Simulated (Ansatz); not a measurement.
The calculation's input:

```
crystal:
  periodic: [false, false, false]
  atoms:
    - { symbol: Al, position_ang: [0.0, 0.0, 0.0] }
    - { symbol: Cl, position_ang: [0.0, 0.0, 2.58] }
    - { symbol: Cl, position_ang: [1.9312, 0.0, -1.115] }
    - { symbol: Cl, position_ang: [-1.9312, 0.0, -1.115] }
    - { symbol: H, position_ang: [0.0777, -1.7634, 0.5865] }
    - { symbol: H, position_ang: [0.0662, -1.5022, 1.5585] }
basis:
  gaussian: { orbitals: "6-31G*" }
hamiltonian:
  xc: b3lyp
  dispersion: d4
relax:
  f_tol: 0.15
  max_steps: 25
  restrain:
    - { distance: [0, 4], at: 2.76, k: 30.0 }
    - { distance: [5, 1], at: 2.57, k: 30.0 }
    - { distance: [0, 1], at: 2.23, k: 30.0 }
    - { distance: [5, 4], at: 0.66, k: 30.0 }
output:
  orbitals: {}
```

Command:

```sh
ansatz run input.yaml --threads 1 --pin off --max-ram 2048MiB --backend cpu --events-out ev --progress --plain --runs-dir out
```

The fields are those of the run's last geometry, not of the input's.

Not at a stationary point (largest force 1.5 eV/Å).

Theory: RKS B3LYP-D4/6-31G* in Ansatz 0.2.0.

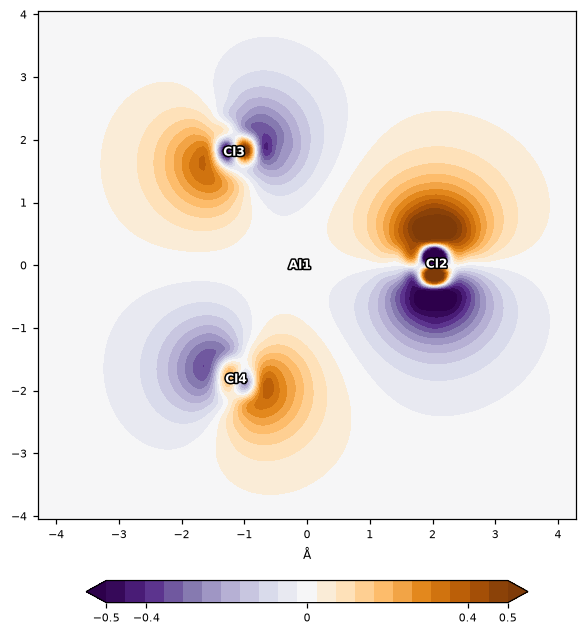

AlCl3···H2. One frontier orbital on the plane of atoms Cl2, Al1 and Cl3 (values in Å⁻³ᐟ²; the overall sign is arbitrary).

**Which orbital is it: HOMO or LUMO?**

The HOMO, at −8.99 eV. Its weight (Hirshfeld) is mainly on Cl2 (about 60 %), Cl3 (about 20 %) and Cl4 (about 15 %).
